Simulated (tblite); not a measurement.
## Geometry relaxation of C₂H₆BrSi₂ (part 3 of 3)

The same run, continued: C₂H₆BrSi₂, multiplicity 2; GFN2-xTB geometry optimisation, gas phase (tblite 0.8.0). It belongs to a series of runs on one base structure; here: H removed from Si.

Geometry of the input (Å):
```
Si 2.5424  -0.2219  0.5021
C  0.6900  -0.4888  0.4971
C  -0.0795  0.2747  -0.2126
Si -1.9132  0.0958  -0.2875
Br -2.8620  0.0774  1.7581
H  3.0379  -0.9396  -0.6777
H  2.6978  1.2237  0.1409
H  0.2880  -1.2907  1.1159
H  0.3790  1.0779  -0.8143
H  -2.3466  -1.0789  -1.0641
H  -2.4282  1.2731  -0.9839
```

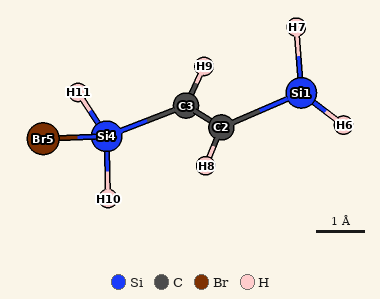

The input geometry (ball-and-stick view, seen at a tilt; atoms are numbered from 1 in the order of the input).

## Summary

| quantity | value |
| --- | --- |
| outcome | converged |
| total energy | −403.8949 eV |
| hardware | 1 CPU thread, shared host |
| wall time | 1.4 s |
| peak memory | 0.18 GiB |
